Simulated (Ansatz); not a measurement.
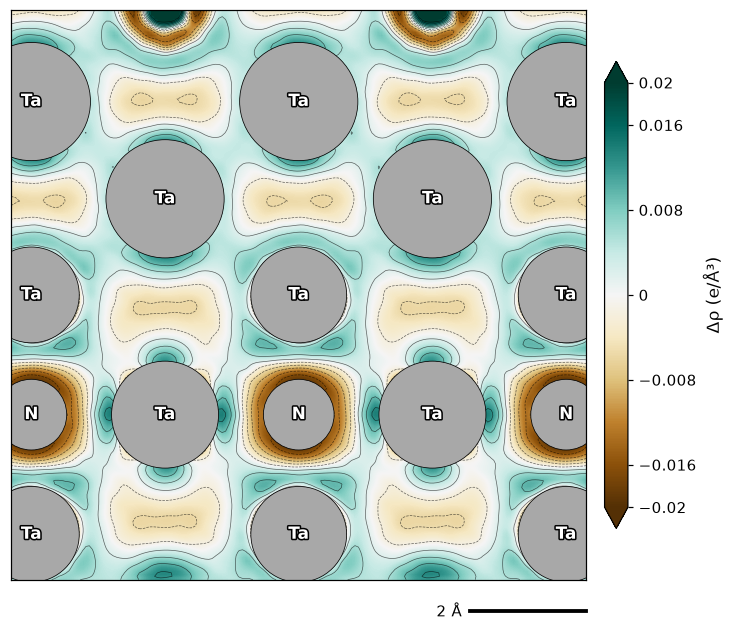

Ta5N. Difference of the valence pseudo-densities of two functionals at the same geometry, on the (001) plane of the calculation cell: one of PBE and r2SCAN less the other.

Space group I4/mmm; a generated structure, not necessarily the stable one.

Both computed with Ansatz (plane waves, PAW), on the same k-point mesh. Grey discs cover the atomic cores.

```xyz
6
Lattice="-3.2508 3.2508 0.0000 1.6254 -1.6254 9.0940 0.0000 3.2508 0.0000" Properties=species:S:1:pos:R:3 pbc="T T T"
Ta   -1.6254    1.6254    2.0586
Ta    0.0000    0.0000    7.0354
Ta    0.0000    0.0000    0.0000
Ta    0.0000    0.0000    3.7108
Ta   -1.6254    1.6254    5.3832
N    -1.6254    1.6254    0.0000
```

### Which was subtracted from which, and what does the map show?

It is PBE less r2SCAN. Against r2SCAN, PBE gives more density around Ta (+0.004 e/Å³ on average at 1.2 Å from the nucleus), less density around N (−0.013 e/Å³ on average at 0.8 Å from the nucleus) and a change of +0.005 e/Å³ at the midpoint of Ta–N, +0.004 e/Å³ at the midpoint of Ta–Ta and +0.009 e/Å³ at the midpoint of Ta–N.
